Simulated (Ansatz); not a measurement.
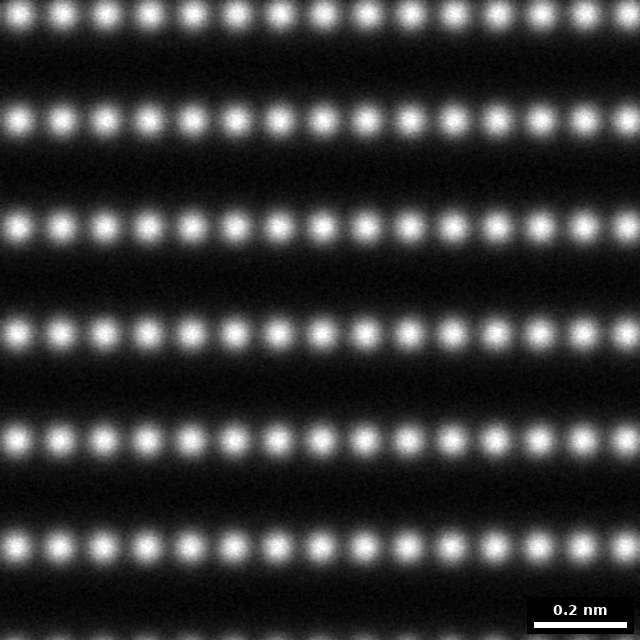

Z-contrast image of Nb (Im-3m, No. 229) along [211]. Simulation: incoherent imaging, intensity Z^1.7 per atom, probe width 0.50 Å, thin sample. The probe carries 25 % of its weight in a tail 2.5 times as wide. The display is stretched by a gamma of 0.8; percentages refer to the linear signal. Shot noise and a slight drift were added. Structure used: the input geometry of an electronic-structure calculation (not necessarily at equilibrium).

Interpret the image.

Answer. The columns repeat on a rectangular net of 0.95 × 2.33 Å (plane group p2mm). All columns are alike (Nb). The shortest distance between visible columns is 0.95 Å in projection. Along the beam the structure repeats every 8.08 Å.
